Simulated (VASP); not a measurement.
Band structure of Si (diamond). Level of theory: B3LYP hybrid, VASP's PBE PAW potentials (set 64) (plane waves; VASP).

The path is coarsely sampled, so an indirect gap can come out somewhat too large.

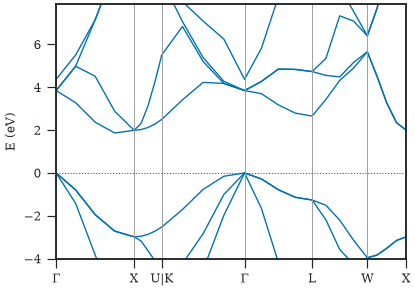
*Bands along high-symmetry lines, zero at the valence-band maximum or, without a gap, the Fermi level*

### Question
Read the plot: is there a gap, and where are the band edges?

### Answer
The gap is indirect, 1.87 eV, from the valence maximum at Γ to the conduction minimum at Γ-X at 0.75.

The compound is Si in the diamond structure. It was relaxed first. The cell's shape comes from a PBE relaxation.
